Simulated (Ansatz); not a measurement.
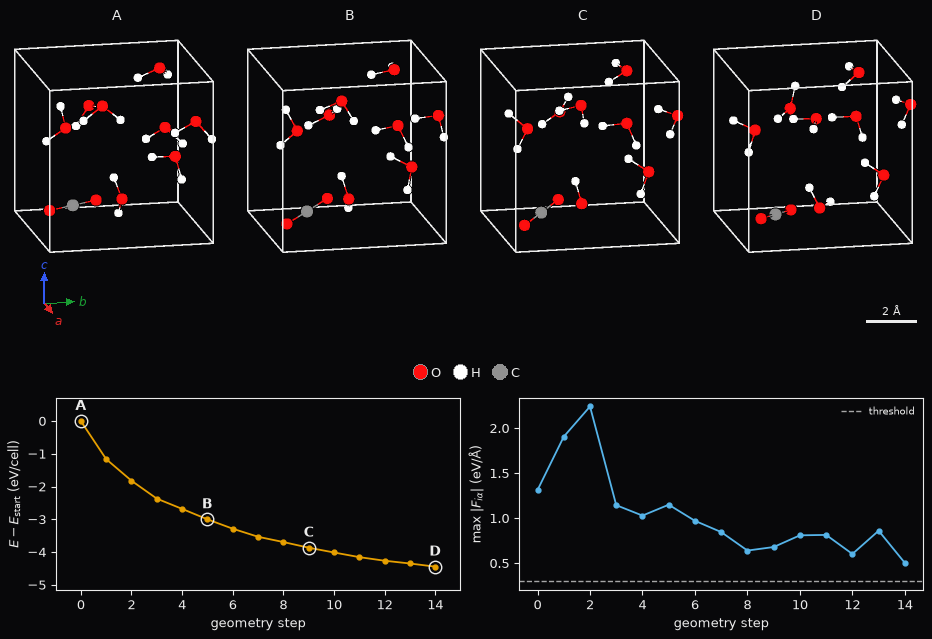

Frames of a relaxation of an amorphous cell of composition H₁₆CO₁₀, marked on the history of the run. A ball-and-stick model of the cell of the calculation, seen slightly off an axis.

The cell holds 8 H2O + 1 CO2. The run prepares the start of a later molecular dynamics calculation, from a guessed geometry.

Computed with DFT PBE-D3(BJ), scalar-relativistic, plane waves, PAW in Ansatz.

Input file:
```yaml
crystal:
  lattice:
    - [6.738664, 0.0, 0.0]
    - [0.0, 6.738664, 0.0]
    - [0.0, 0.0, 6.738664]
  atoms:
    - { symbol: O, position: [0.1124163, 0.632982, 0.0676205] }
    - { symbol: H, position: [0.0311143, 0.6003195, 0.1815599] }
    - { symbol: H, position: [0.0202584, 0.6307063, -0.0426554] }
    - { symbol: O, position: [0.3346195, 0.2398734, 0.5848122] }
    - { symbol: H, position: [0.247146, 0.2274219, 0.6981806] }
    - { symbol: H, position: [0.297449, 0.1299639, 0.4999755] }
    - { symbol: O, position: [0.4162882, 0.798409, 0.9468972] }
    - { symbol: H, position: [0.3135313, 0.8696205, 0.875982] }
    - { symbol: H, position: [0.4104852, 0.665549, 0.8923667] }
    - { symbol: O, position: [0.7197015, 0.9541078, 0.6849859] }
    - { symbol: H, position: [0.7537236, 1.0451987, 0.5791371] }
    - { symbol: H, position: [0.7296827, 0.8244274, 0.6238109] }
    - { symbol: O, position: [0.0735848, 0.9050816, 0.4857796] }
    - { symbol: H, position: [0.1120419, 1.0050575, 0.3899417] }
    - { symbol: H, position: [0.0166683, 0.8001912, 0.4056701] }
    - { symbol: O, position: [0.4421134, 0.8883187, 0.4014206] }
    - { symbol: H, position: [0.4784772, 0.9195965, 0.2659274] }
    - { symbol: H, position: [0.4432955, 0.7446478, 0.4054585] }
    - { symbol: O, position: [-0.0318802, 0.4608899, 0.6179095] }
    - { symbol: H, position: [-0.0186198, 0.3801168, 0.4997617] }
    - { symbol: H, position: [0.0999003, 0.5145133, 0.6383412] }
    - { symbol: O, position: [0.6149214, 0.4045817, 0.7833979] }
    - { symbol: H, position: [0.6153779, 0.5153821, 0.6918442] }
    - { symbol: H, position: [0.6135108, 0.2889492, 0.6980389] }
    - { symbol: C, position: [0.7970775, 0.1842007, 0.2284101] }
    - { symbol: O, position: [0.8712789, 0.0258729, 0.2239503] }
    - { symbol: O, position: [0.722876, 0.3425284, 0.2328699] }
basis:
  ecutwfc: 420.0
kpoints:
  mp_grid: { grid: [1, 1, 1] }
hamiltonian:
  xc: pbe
  dispersion: d3bj
scf:
  occupations: { method: fermi_dirac, width: 0.05 }
  lower_state_search: "off"
relax:
  f_tol: 0.3
  max_steps: 15
  adjacent_minimum: "off"
output:
  write_density: true
  write_potential: true
  elf: true
  volumetric_format: npy
```

Run as
```bash
ansatz run input.yaml --threads 1 --pin off --max-ram 3072MiB --backend cpu --events-out ev --progress --plain --runs-dir out
```

Describe the path.

Answer. The relaxation stopped without meeting its thresholds, so the last structure isn't shown to be converged. It used up its limit of 15 steps. The atom that moves furthest is H12 (1.72 Å along [−2 3 3]). Largest moves by element: H 1.72 Å, O 0.98 Å, C 0.40 Å. The lattice vectors keep their values. Near-neighbour distances that change, for instance: O7–H9 0.969 → 0.996 Å, O10–H11 0.969 → 0.987 Å, O10–H12 0.969 → 0.981 Å, C25–O27 1.179 → 1.172 Å. Among the angles between lasting bonds that change: H14–O13–H15 104.0° → 107.2°, H5–O4–H6 104.0° → 100.9°, O26–C25–O27 180.0° → 177.2°. The energy falls by 4.445 eV per cell of the calculation in 14 geometry steps. Largest force component: 1.3 eV/Å at the start, 0.5 eV/Å at the end. Cost: 39 s on 1 thread of Arm Neoverse V1, with other jobs on the host, peak memory 0.36 GiB. From step 0 to 5: H12 moves most (0.75 Å), energy −3.000 eV per cell of the calculation. From step 5 to 9: H12 moves most (0.61 Å), energy −0.865 eV per cell of the calculation. From step 9 to 14: H and O atoms move most (0.67 Å), energy −0.579 eV per cell of the calculation.

```tsv
step	E − E(0), meV/atom	largest force component, eV/Å
0	0.00	1.3130
1	-43.03	1.9058
2	-67.46	2.2413
3	-87.70	1.1449
4	-99.29	1.0292
5	-111.13	1.1501
6	-121.71	0.9711
7	-130.83	0.8461
8	-136.78	0.6408
9	-143.18	0.6800
10	-148.59	0.8100
11	-153.85	0.8146
12	-157.90	0.6029
13	-161.03	0.8611
14	-164.62	0.5033
```

Limits of the set-up: the periodic images lie only 6.7 Å apart, so the values are limited by the cell's size.
